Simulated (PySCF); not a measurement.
Molecule: Be(H)(tBu), C4H10Be, SMILES [BeH][C](C)(C)C. Atoms near the plane z = 0.0 Å, at the GFN2-xTB optimised geometry (x, y, z in Å): Be1 (1.1, -0.1, 0.0), H2 (2.4, -0.1, 0.0), C3 (-0.6, -0.1, 0.0), C4 (-1.3, -1.1, 0.9), C5 (-1.2, 1.3, 0.4), H7 (-2.4, -1.0, 0.8), H9 (-1.0, -2.1, 0.6), H11 (-0.9, 2.1, -0.3), H12 (-2.3, 1.3, 0.3).

Method: PBE0/def2-TZVP run with PySCF 2.14.0. Cells within 0.4 Å of a nucleus heavier than hydrogen are left out (blank, or x). The values are rescaled to run from 0 to 1.

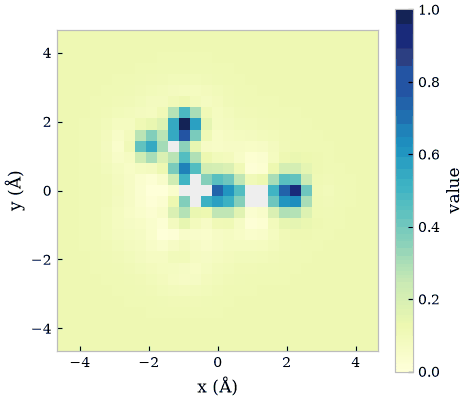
Figure: a field on the plane z = 0.0 Å.

Task: Which quantity is mapped?
A. electron localisation function
B. an orbital amplitude
C. deformation density (molecule minus spherical neutral atoms)
D. log10 of the electron density

Result: C, deformation density (molecule minus spherical neutral atoms). In full: deformation density (molecule minus spherical neutral atoms) (e/bohr³).
